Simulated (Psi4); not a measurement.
# CHCl2F (dichlorofluoromethane): levels of theory compared

Aim: a comparison of 3 runs (BHLYP/def2-SVPD, TPSSh/def2-SVPD, MP3/def2-SVPD) of CHCl2F (dichlorofluoromethane). 

The calculation is run with Psi4 1.11.

1 further run of the same task is left out (set aside as unsound or not needed).

### Step 1. The system as given

CHCl2F: 5 atoms, total charge 0, spin state singlet. SMILES: `FC(Cl)Cl`. The F1–C2 distance was set to 2.011 Å, away from the relaxed value. At this shape a bond of the SMILES string is far longer than usual.

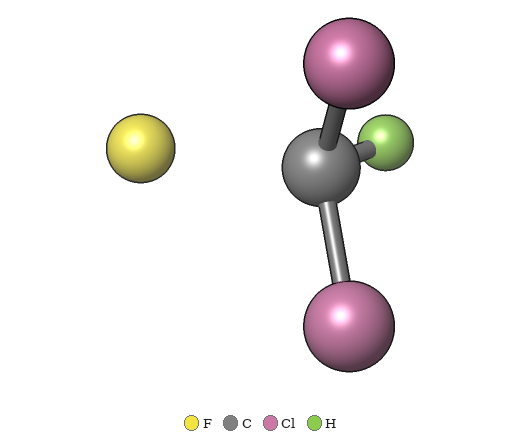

Viewed from a chosen angle; fluorine yellow, carbon grey, chlorine pink, hydrogen green.

### Step 2. A single-point energy at BHLYP/def2-SVPD (run 1)

chcl2f.py reads:

```python
import psi4

psi4.set_memory(1600000000)
psi4.set_num_threads(1)
psi4.set_output_file('psi4.out', False)

molecule = psi4.geometry("""
0 1
F
C 1 2.0107
Cl 2 1.759121 1 109.44471
Cl 2 1.759127 3 111.55786 1 -121.26938
H 2 1.087692 3 108.35119 4 -119.19442
symmetry c1
""")

options = {'basis': 'def2-SVPD', 'reference': 'rks', 'puream': True, 'e_convergence': 1e-09, 'd_convergence': 1e-08, 'scf_type': 'pk', 'dft_radial_points': 99, 'dft_spherical_points': 590}
psi4.set_options(options)

result, w = psi4.energy("bhhlyp", return_wfn=True)
psi4.oeprop(w, "MULLIKEN_CHARGES", "QUADRUPOLE", "MAYER_INDICES")
print('E =', round(result, 9))
for k, v in sorted(psi4.core.scalar_variables().items()):
    print(f'{k:45s} {v:18.10f}')
```

Run with:

```sh
$ python chcl2f.py
```

psi4.out:

```text
[...]
  Running in c1 symmetry.
[...]
  Nuclear repulsion =  193.149100758174114
[...]
  Multiplicity = 1
[...]
  Nalpha       = 25
  Nbeta        = 25
[...]
    Number of basis functions: 105
[...]
   @RKS iter   1: -1058.25566569916373   -3.96129e-01   5.02776e-03 ADIIS/DIIS
[...]
   @RKS iter  12: -1058.38712301595365   -1.13687e-11   6.74300e-09 DIIS
[...]
  @RKS Final Energy: -1058.38712301595365
   => Energetics <=
    Nuclear Repulsion Energy =            193.1491007581741144
    One-Electron Energy =               -1844.8277660698884119
    Two-Electron Energy =                 630.5295475073971829
    DFT Exchange-Correlation Energy =     -37.2380052116365476
    Empirical Dispersion Energy =           0.0000000000000000
    VV10 Nonlocal Energy =                  0.0000000000000000
    Total Energy =                      -1058.3871230159536481
[...]
 Multipole Moments:
 ------------------------------------------------------------------------------------
     Multipole            Electronic (a.u.)      Nuclear  (a.u.)        Total (a.u.)
 ------------------------------------------------------------------------------------
 L = 1.  Multiply by 2.5417464519 to convert [e a0] to [Debye]
 Dipole X            :          1.0970470           -1.2574500           -0.1604030
 Dipole Y            :         -0.6013436            0.6892667            0.0879231
 Dipole Z            :          0.3758914            1.2239578            1.5998492
 Magnitude           :                                                    1.6102723
 L = 2.  Multiply by 1.3450342976 to convert [e a0^2] to [Debye ang]
 Quadrupole XX       :       -109.6578168           84.2588669          -25.3989499
 Quadrupole XY       :        -94.5633038           94.6337398            0.0704360
[...]
```

On the terminal:

```text
E = -1058.387123016
CURRENT ENERGY                                  -1058.3871230160
CURRENT REFERENCE ENERGY                        -1058.3871230160
DD SOLVATION ENERGY                                 0.0000000000
DFT FUNCTIONAL TOTAL ENERGY                     -1058.3871230160
DFT TOTAL ENERGY                                -1058.3871230160
DFT VV10 ENERGY                                     0.0000000000
DFT XC ENERGY                                     -37.2380052116
GRID ELECTRONS ALPHA                               24.9999998818
GRID ELECTRONS BETA                                24.9999998818
GRID ELECTRONS TOTAL                               49.9999997636
NUCLEAR REPULSION ENERGY                          193.1491007582
ONE-ELECTRON ENERGY                             -1844.8277660699
PCM POLARIZATION ENERGY                             0.0000000000
PE ENERGY                                           0.0000000000
SCF ITERATION ENERGY                            -1058.3871230160
SCF ITERATIONS                                     12.0000000000
SCF TOTAL ENERGY                                -1058.3871230160
TWO-ELECTRON ENERGY                               630.5295475074
XC GRID RADIAL POINTS                              99.0000000000
XC GRID SPHERICAL POINTS                          590.0000000000
XC GRID TOTAL POINTS                           281265.0000000000
```

Wall time 21 s (1 thread of Intel Xeon Platinum 8259CL at 2.50GHz (Skylake/Cascade Lake), shared host); peak memory 0.63 GiB.

### Step 3. Energy and gradient at TPSSh/def2-SVPD (run 2)

calc.py reads:

```python
import psi4

psi4.set_memory('1600 MB')
psi4.set_num_threads(1)
psi4.set_output_file('output.dat', False)

m = psi4.geometry("""
0 1
F
C 1 2.0107
Cl 2 1.759121 1 109.44471
Cl 2 1.759127 3 111.55786 1 -121.26938
H 2 1.087692 3 108.35119 4 -119.19442
symmetry c1
""")

options = {'basis': 'def2-SVPD', 'puream': True, 'e_convergence': 1e-09, 'd_convergence': 1e-08, 'scf_type': 'pk', 'dft_radial_points': 99, 'dft_spherical_points': 590}
psi4.set_options(options)

e, wfn = psi4.gradient("tpssh", return_wfn=True)
psi4.oeprop(wfn, "WIBERG_LOWDIN_INDICES", "MULLIKEN_CHARGES", "MAYER_INDICES", title="TPSSH")
print('gradient / Eh bohr^-1')
print(e.np.round(6))
print(f'energy = {wfn.energy():.10f} Eh')
```

Run with:

```sh
$ python calc.py
```

output.dat:

```text
[...]
  Running in c1 symmetry.
[...]
  Nuclear repulsion =  193.149100758174114
[...]
  Multiplicity = 1
[...]
  Nalpha       = 25
  Nbeta        = 25
[...]
    Number of basis functions: 105
[...]
   @RKS iter   1: -1058.37595406629771   -2.45568e-01   5.07141e-03 ADIIS/DIIS
[...]
   @RKS iter  12: -1058.50401028874330   -8.64020e-12   5.44929e-09 DIIS
[...]
  @RKS Final Energy: -1058.50401028874330
   => Energetics <=
    Nuclear Repulsion Energy =            193.1491007581741144
    One-Electron Energy =               -1844.8210531293402710
    Two-Electron Energy =                 658.6516239588402186
    DFT Exchange-Correlation Energy =     -65.4836818764173785
    Empirical Dispersion Energy =           0.0000000000000000
    VV10 Nonlocal Energy =                  0.0000000000000000
    Total Energy =                      -1058.5040102887433022
[...]
  -Total Gradient:
     Atom            X                  Y                   Z
    ------   -----------------  -----------------  -----------------
       1        0.001136031928    -0.000622839641    -0.077710635158
       2       -0.023793114926     0.013044028133     0.018726269355
       3        0.000832859797    -0.014742080686     0.019402517893
       4        0.012881345404     0.007227544528     0.019403337961
       5        0.008932034260    -0.004900702721     0.020189530329
[...]
  Mulliken Charges: (a.u.)
   Center  Symbol    Alpha    Beta     Spin     Total
       1     F     4.70344  4.70344  0.00000 -0.40688
       2     C     2.66278  2.66278  0.00000  0.67444
       3    CL     8.61760  8.61760  0.00000 -0.23519
       4    CL     8.61760  8.61760  0.00000 -0.23519
       5     H     0.39859  0.39859  0.00000  0.20283
   Total alpha = 25.00000, Total beta = 25.00000, Total charge = -0.00000
  Mayer Bond Indices:
[...]
```

On the terminal:

```text
gradient / Eh bohr^-1
[[ 0.001136 -0.000623 -0.077711]
 [-0.023793  0.013044  0.018726]
 [ 0.000833 -0.014742  0.019403]
 [ 0.012881  0.007228  0.019403]
 [ 0.008932 -0.004901  0.02019 ]]
energy = -1058.5040102887 Eh
```

Wall time 71 s (1 thread of Intel Xeon Platinum 8259CL at 2.50GHz (Skylake/Cascade Lake), shared host); peak memory 0.65 GiB.

### Step 4. A single-point energy at MP3/def2-SVPD (run 3)

run.py reads:

```python
import psi4

psi4.set_memory('1600 MB')
psi4.set_num_threads(1)
psi4.set_output_file('output.dat', False)

m = psi4.geometry("""
F
C 1 2.0107
Cl 2 1.759121 1 109.44471
Cl 2 1.759127 3 111.55786 1 -121.26938
H 2 1.087692 3 108.35119 4 -119.19442
units angstrom
symmetry c1
""")

psi4.set_options({
    'basis': 'def2-SVPD',
    'reference': 'rhf',
    'puream': True,
    'e_convergence': 1e-09,
    'd_convergence': 1e-08,
    'scf_type': 'pk',
    'num_frozen_docc': 12,
    'mp_type': 'conv',
})

e_tot = psi4.energy('mp3')
print(f'total energy {e_tot:.8f} hartree = {e_tot * 27.211386:.5f} eV')
```

Run with:

```sh
$ python run.py
```

output.dat:

```text
[...]
  Running in c1 symmetry.
[...]
  Nuclear repulsion =  193.149100758174114
[...]
  Multiplicity = 1
[...]
  Nalpha       = 25
  Nbeta        = 25
[...]
    Number of basis functions: 105
[...]
   @RHF iter   1: -1056.19043330212321   -5.79318e-01   5.31553e-03 DIIS/ADIIS
[...]
   @RHF iter  13: -1056.35858039706022   -1.13687e-11   8.69996e-09 DIIS
[...]
  @RHF Final Energy: -1056.35858039706022
   => Energetics <=
    Nuclear Repulsion Energy =            193.1491007581741144
    One-Electron Energy =               -1844.2873490893064172
    Two-Electron Energy =                 594.7796679340718811
    Total Energy =                      -1056.3585803970604502
[...]
 Multipole Moments:
 ------------------------------------------------------------------------------------
     Multipole            Electronic (a.u.)      Nuclear  (a.u.)        Total (a.u.)
 ------------------------------------------------------------------------------------
 L = 1.  Multiply by 2.5417464519 to convert [e a0] to [Debye]
 Dipole X            :          1.0679804           -1.2574500           -0.1894696
 Dipole Y            :         -0.5854077            0.6892667            0.1038590
 Dipole Z            :          0.5442783            1.2239578            1.7682361
 Magnitude           :                                                    1.7813883
[...]
	SCS-MP2 Total Energy (a.u.)        : -1057.00156475113386
	SOS-MP2 Total Energy (a.u.)        : -1056.99117233893116
[...]
	SOS-PI-MP2 Total Energy (a.u.)     : -1057.03983325753666
[...]
	MP2 Total Energy (a.u.)            : -1057.02234957553901
[...]
	SCS-MP3 Total Energy (a.u.)        : -1057.00492659592101
[...]
	MP3 Total Energy (a.u.)            : -1057.03579695468716
[...]
```

On the terminal:

```text
total energy -1057.03579695 hartree = -28763.40909 eV
```

Run time: 22 s. Hardware: 1 thread of Intel Xeon Platinum 8259CL at 2.50GHz (Skylake/Cascade Lake), shared host; peak memory 0.92 GiB.

### Step 5. The series

```tsv
run	level	task	frozen core orbitals	energy (Eh)	dipole moment (D)	HOMO energy (eV)	LUMO energy (eV)	wall time
1	BHLYP/def2-SVPD	energy	0	-1058.387123	4.09	-11.28	-2.90	21 s
2	TPSSh/def2-SVPD	gradient	0	-1058.504010	3.72	-8.80	-4.46	71 s
3	MP3/def2-SVPD	energy	12	-1057.035797	–	-13.35	0.07	22 s
```

### Step 6. Results

| quantity | value |
| --- | --- |
| run 3: total energy | -1057.03580 Eh |
| run 3: HOMO energy (Hartree–Fock orbitals) | -13.35 eV |
| run 3: LUMO energy (Hartree–Fock orbitals) | 0.07 eV |
| run 3: HOMO–LUMO gap (Hartree–Fock orbitals) | 13.41 eV |
| run 3: correlation energy (12 core orbitals frozen) | -677.2 mEh |

In words: Totals of different functionals can't be ranked against each other. All runs together took 1.9 min, the longest 71 s.
